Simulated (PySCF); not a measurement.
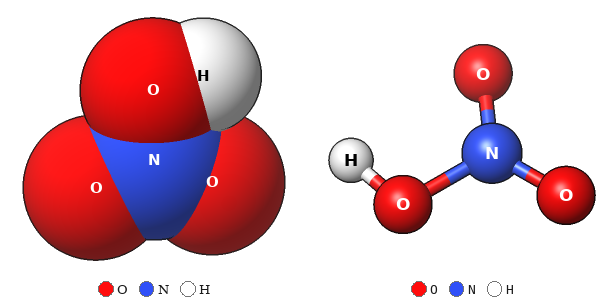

Both panels show the same species.

The geometry was computed by an optimisation with PBE0-D3(BJ)/def2-SVP. No frequency run is at hand to confirm it as a minimum.

Give the formula.

Answer. HNO₃, 5 atoms: 1 hydrogen, 1 nitrogen and 3 oxygen.

Count the bonded pairs by element.

Answer. 3 N–O, 1 O–H.

Give a SMILES string for it.

Answer. O=[N+]([O-])O

Give the symmetry (Schoenflies symbol).

Answer. Cs.

More results for the same structure follow; atom numbers are the same in all pictures, views and colours differ.

## Geometry

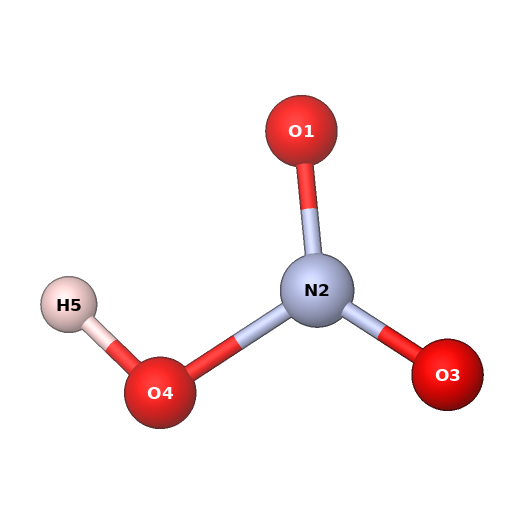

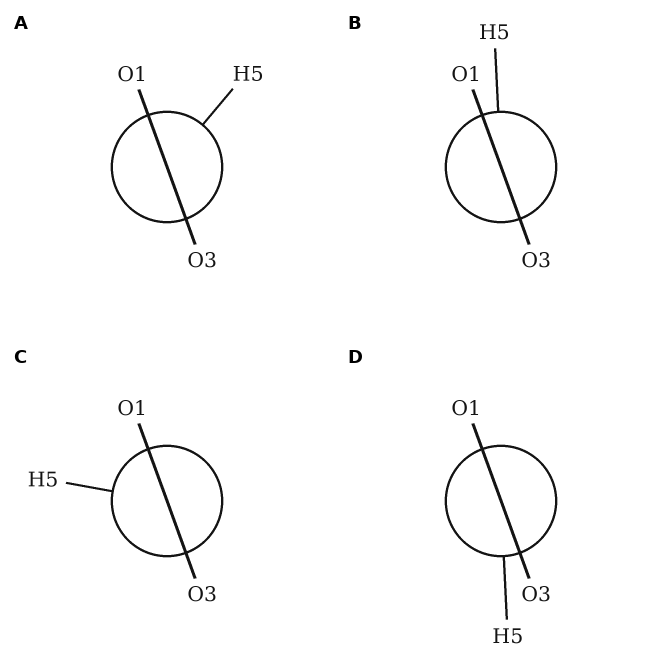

Depth is shown by fading: the farther an atom, the more it takes the colour of the background. Bonds that would overlap in a projection are set slightly apart. No frequency run is at hand to confirm it as a minimum.

Which Newman projection shows the view along N2–O4, with N2 in front?

Answer. B. The torsion angle O1–N2–O4–H5 is 0°, synperiplanar (eclipsed).

## Dipole moment

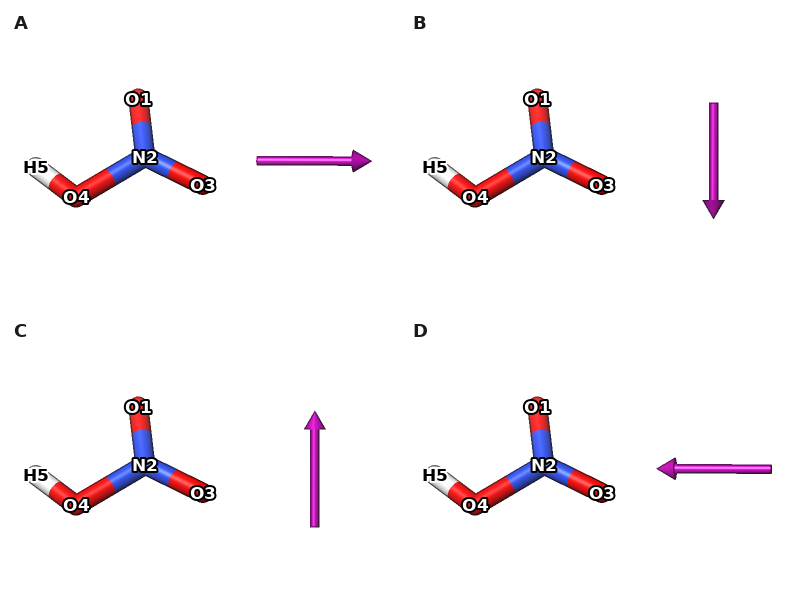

The same molecule four times, each with an arrow. No frequency run is at hand to confirm it as a minimum. Method: CAM-B3LYP/def2-SVPD, gas phase (PySCF 2.14.0).

Which arrow points along the dipole moment, from the negative to the positive end?

Answer. D. The dipole moment is 2.47 D; it points from the side of O3 to the side of H5 (the outermost atoms at the two ends).

## NMR shielding

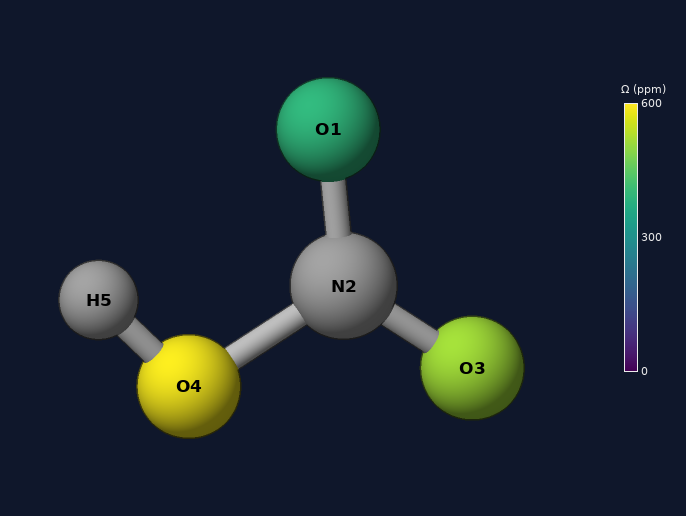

The O atoms are coloured by the span of their shielding tensor. No frequency run is at hand to confirm it as a minimum. Level of theory: GIAO PBE0/pcSseg-1 NMR shielding, non-relativistic, IEF-PCM benzene (PySCF 2.14.0). Principal shieldings σ11 ≤ σ22 ≤ σ33, span Ω = σ33 − σ11, skew κ = 3(σiso − σ22)/Ω.

Which O atom has the most anisotropic shielding?

Answer. O4, with a span of 589 ppm.

Give the shielding tensors of the O atoms.

| atom | σ11 | σ22 | σ33 | σiso | Ω | κ |
| --- | --- | --- | --- | --- | --- | --- |
| O1 | −311.9 | −268.1 | 80.5 | −166.5 | 392.3 | 0.78 |
| O3 | −358.6 | −280.1 | 155.7 | −161.0 | 514.3 | 0.69 |
| O4 | −306.6 | −92.2 | 282.7 | −38.7 | 589.3 | 0.27 |

Shieldings and span in ppm.

## Bond orders

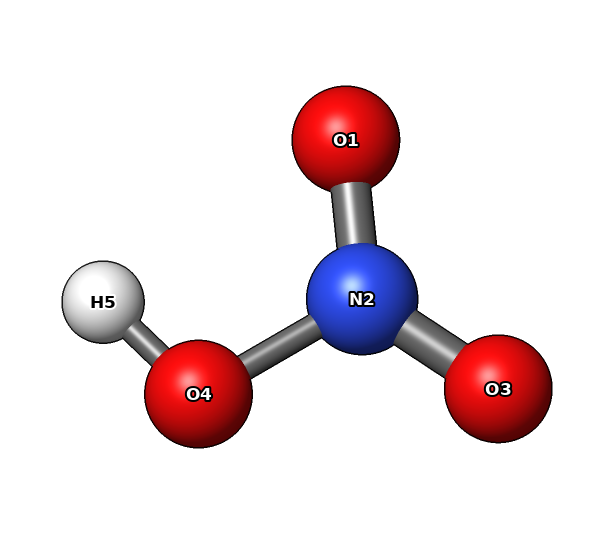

The thickness of each stick grows with its Mayer bond order. No frequency run is at hand to confirm it as a minimum. Computed with PBE0/pcSseg-1 in benzene (IEF-PCM) (PySCF 2.14.0).

List the Mayer bond orders of O1–N2, N2–O3, N2–O4, O4–H5.

| bond | Mayer order | length (Å) |
| --- | --- | --- |
| O1–N2 | 1.63 | 1.200 |
| N2–O3 | 1.69 | 1.186 |
| N2–O4 | 0.98 | 1.377 |
| O4–H5 | 0.91 | 0.972 |
